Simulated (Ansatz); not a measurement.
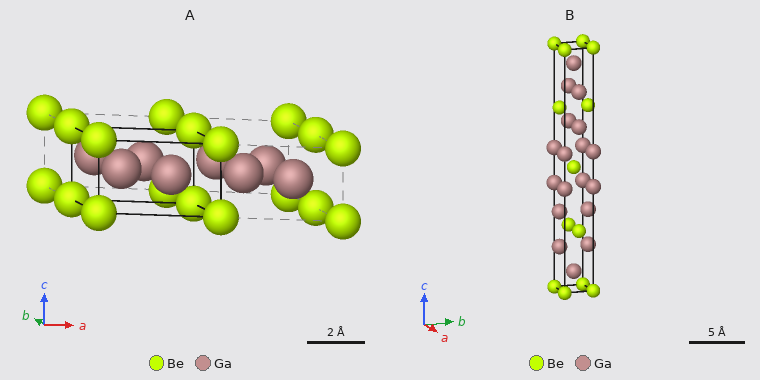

Two structures of BeGa2, each relaxed to rest (conventional cells in solid outline, small ones repeated, not to one scale). Method: Ansatz, DFT PBE, scalar-relativistic, plane waves, PAW, without spin polarisation.

> Name structures A and B.

A: AlB₂ type, P6/mmm. B: 12 atoms a cell on a body-centred tetragonal lattice, I4_1/amd.

> Which is the more stable form at this level of theory?

B is lower, by 242 meV/atom at this level of theory (energies at zero smearing). Volumes: A 15.6, B 14.7 Å³/atom.

One or both may be structure types tried for this composition rather than known phases.
